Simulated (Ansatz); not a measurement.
# GaH3F− (SMILES [F][GaH3-]) at CCSDT(Q)/STO-3G

What is the energy change on altering one bond length of GaH3F− at CCSDT(Q)/STO-3G? 

Program for the calculation: Ansatz 0.2.0.

27 further runs of the same task are left out: 26 that didn't finish, 1 set aside as unsound or not needed.

### 1 Starting point

The species is GaH3F− (5 atoms), meant as a singlet with charge -1. As SMILES, `[F][GaH3-]`. Geometry: a GFN2-xTB relaxation, a rough one for these elements and not checked as a minimum.

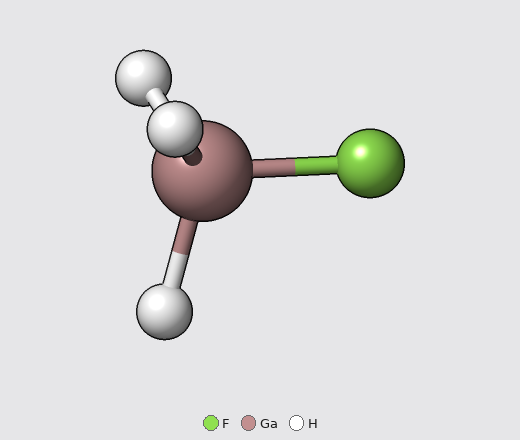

Viewed from a chosen angle; fluorine green, gallium pink, hydrogen white.

### 2 The energy at CCSDT(Q)/STO-3G

Contents of input.yaml:

```yaml
crystal:
  periodic: [false, false, false]
  atoms:
    - {symbol: F, position_ang: [-0.500550, -0.495900, 1.533090]}
    - {symbol: Ga, position_ang: [0.029420, 0.026920, -0.084310]}
    - {symbol: H, position_ang: [-0.873870, 1.229730, -0.473840]}
    - {symbol: H, position_ang: [-0.177300, -1.196140, -1.021500]}
    - {symbol: H, position_ang: [1.522310, 0.435400, 0.046550]}
basis:
  gaussian: {orbitals: STO-3G}
total_charge: -1
correlation: {method: ccsdt_q, frozen_orbitals: {F: 1, Ga: 9, H: 0}}
accuracy: high
scf: {omitted_lower_state_checks: [cluster_reference, increment]}
```

Run with:

```bash
$ ansatz run input.yaml --threads 1 --pin off --max-ram 2610MiB --events-out events.jsonl --progress --plain --runs-dir runs
```

The program printed, cut to the lines that bear on the results:

```text
Warning: RAYON_NUM_THREADS=1 ignored (pool sized by the plan → 1); use --threads N
Functional definition: HF
  name "HF"
[...]
388 factors; integrals over basis functions are off by at most 2.8e-8 eV
[...]
mean field -54437.74491149 eV, -2000.5502262683 hartree, gradient 6.9e-9 eV, S^2 0.000000; 0 other end points of the search recorded, 0 dependent functions left out
10 core orbitals not correlated: weight in the atoms' cores, before any rotation towards them, 1.000 or more for the frozen orbitals, at most 0.000 for the correlated occupied ones
reference -54437.74491149 eV, -2000.5502262683 hartree; 12, 12 occupied and 4, 4 virtual orbitals, 388 factors
second order -1.78274877 eV of doubles, -0.00000000 eV of singles
cycle   1  -2.03086317 eV  change   -2.5e-1 eV  update   1.0e-1
[...]
cycle  32  -2.64140541 eV  change   -2.0e-9 eV  update   2.5e-9
perturbative correction -0.08744218 eV, -0.0032134407 hartree
Total energy: -54440.47375908 eV, -2000.6505095676 hartree
Checks for a lower state left out: cluster_reference, increment
```

Run time: 0.56 s. Hardware: 1 thread of Arm Neoverse V2, shared host.

### 3 The distorted shape at the same level

Contents of job.yaml:

```yaml
crystal:
  periodic: [false, false, false]
  atoms:
    - symbol: F
      position_ang: [-0.633034, -0.626596, 1.937414]
    - symbol: Ga
      position_ang: [0.029420, 0.026920, -0.084310]
    - symbol: H
      position_ang: [-0.873870, 1.229730, -0.473840]
    - symbol: H
      position_ang: [-0.177300, -1.196140, -1.021500]
    - symbol: H
      position_ang: [1.522310, 0.435400, 0.046550]
basis:
  gaussian:
    orbitals: STO-3G
total_charge: -1
correlation:
  method: ccsdt_q
  frozen_orbitals: {F: 1, Ga: 9, H: 0}
accuracy: high
scf:
  omitted_lower_state_checks: [cluster_reference, increment]
```

Run with:

```bash
$ ansatz run job.yaml --threads 1 --pin off --max-ram 2610MiB --events-out events.jsonl --progress --plain --runs-dir runs
```

The program printed, cut to the lines that bear on the results:

```text
Warning: RAYON_NUM_THREADS=1 ignored (pool sized by the plan → 1); use --threads N
[... 2 set-up lines as earlier in the session ...]
[...]
377 factors; integrals over basis functions are off by at most 2.5e-8 eV
[...]
mean field -54436.16816494 eV, -2000.4922819014 hartree, gradient 1.7e-8 eV, S^2 0.000000; 0 other end points of the search recorded, 0 dependent functions left out; unrestricted orbitals would lower it
10 core orbitals not correlated: weight in the atoms' cores, before any rotation towards them, 1.000 or more for the frozen orbitals, at most 0.000 for the correlated occupied ones
reference -54436.16816494 eV, -2000.4922819014 hartree; 12, 12 occupied and 4, 4 virtual orbitals, 377 factors
second order -1.96864450 eV of doubles, -0.00000000 eV of singles
cycle   1  -2.35938003 eV  change   -3.9e-1 eV  update   1.1e-1
[...]
cycle  62  -3.09538703 eV  change  -5.7e-10 eV  update   2.9e-9
perturbative correction -0.10355518 eV, -0.0038055826 hartree
Total energy: -54439.36710715 eV, -2000.6098408592 hartree
Checks for a lower state left out: cluster_reference, increment
```

Run time: 0.84 s. Hardware: 1 thread of Arm Neoverse V2, shared host.

### 4 What came out

At CCSDT(Q)/STO-3G, 10 core orbitals frozen:

| quantity | value |
| --- | --- |
| first shape: total energy | -2000.65051 Eh |
| first shape: correlation energy (10 core orbitals frozen) | -100.3 mEh |
| first shape: T1 diagnostic | 0.026 |
| distorted shape: total energy | -2000.60984 Eh |
| distorted shape: correlation energy (10 core orbitals frozen) | -117.6 mEh |
| distorted shape: T1 diagnostic | 0.033 |
| energy change with the F1–Ga2 bond stretched from 1.781 to 2.226 Å | 1.107 eV |

**Reading.** With the F1–Ga2 bond stretched from 1.781 to 2.226 Å the energy rises by 1.11 eV (107 kJ/mol). The first shape isn't relaxed at this level, so the change isn't measured from a minimum. The minimal basis adds a large error of its own. The T1 diagnostic (first shape) of 0.026 is above the customary mark for such species, so a single reference may not serve. The T1 diagnostic (distorted shape) of 0.033 is above the customary mark for such species, so a single reference may not serve. The restricted solution (distorted shape) is unstable to spin breaking: an unrestricted one lies lower.
